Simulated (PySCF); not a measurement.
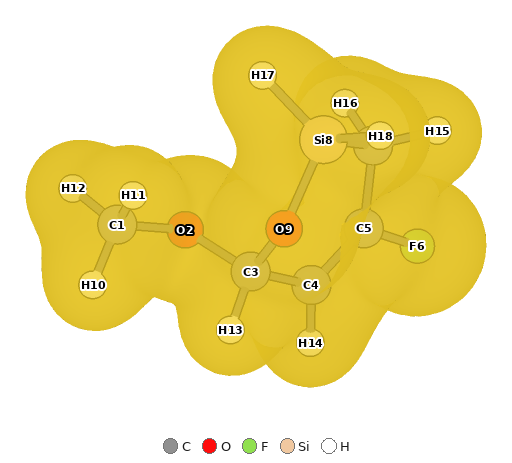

C₅H₉FO₂Si (SMILES CO[C@H]1C=C(F)C[SiH2]O1). Isosurface of the total electron density at 0.1 e/Å³ (yellow), seen at an oblique angle.

Geometry: GFN2-xTB.

Computed with PBE0/pcSseg-1, SCF density, gas phase, non-relativistic in PySCF 2.14.0.

```xyz
18

C     2.4320   -0.9177   -0.0456
O     1.1804   -0.8430   -0.6958
C     0.7443    0.4623   -0.9396
C    -0.4523    0.3795   -1.8411
C    -1.6659    0.1314   -1.3748
F    -2.6964    0.0933   -2.2599
C    -2.0813   -0.1095    0.0280
Si   -0.7444    0.5602    1.2154
O     0.4444    1.1242    0.2533
H     3.2217   -0.4958   -0.6775
H     2.4134   -0.3842    0.9089
H     2.6217   -1.9750    0.1236
H     1.5457    1.0495   -1.4210
H    -0.2860    0.5142   -2.8969
H    -3.0605    0.3469    0.1808
H    -2.2206   -1.1845    0.1628
H    -0.2896   -0.5253    2.0872
H    -1.1154    1.7796    1.9159
```

### How is the density connected at this value?

At this value the surface is in one piece. It bridges the sampled C–C (1.32 Å), C–F (1.36 Å), C–O (1.40 Å) and Si–O (1.63 Å) contacts, where the density stays above the isovalue. On the grid the lowest density along these lines, outside the cores, is 2.4 e/Å³ (C–C, 1.32 Å), 1.7 e/Å³ (C–F, 1.36 Å), 1.8 e/Å³ (C–O, 1.40 Å) and 1 e/Å³ (Si–O, 1.63 Å).
